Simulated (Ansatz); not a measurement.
Partial pair distribution functions of a relaxed model of amorphous In$_{9}$Ga$_{9}$Zn$_{9}$O$_{38}$Si, broadened by 0.06 Å; density 5.71 g/cm³. The numbers are results of PBE, scalar-relativistic without spin-orbit coupling (plane waves to 420 eV, PAW; Ansatz, an electronic-structure program), not measurements.

Preparation: random packing, a CHGNet melt and quench, and a DFT relaxation. O atoms were pushed apart under 1.9 Å during the dynamics, to hinder bonds among them. The hot cell started wider than the set density and was brought back towards it in steps. It is the lowest in DFT energy of 2 quenches. It is a model cell: composition and starting density were chosen by hand, and all elements were melted together. No dispersion term was used. Its density started from a set value of 5.71 and ended at 5.71 g/cm³. Cooling (nominally 210 K/ps over its main leg) ran many orders faster than in experiment, which tends to leave more defects and strain. A cell of this size samples the disorder only roughly. The volume was held where the preparation left it and the shape relaxed, at a PBE pressure of 1.5 GPa. Stress components on the final sampling reach 1.6 GPa.

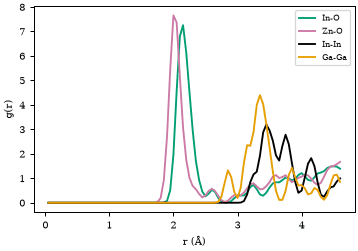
Figure. Partial pair distribution functions

Highest peaks under 4.5 Å: In-O near 2.15 Å, Zn-O near 2.00 Å, In-In near 3.45 Å, Ga-Ga near 3.35 Å; pairs of few atoms are noisy.

Within 2.78 Å each In has 5.44 O neighbours on average.
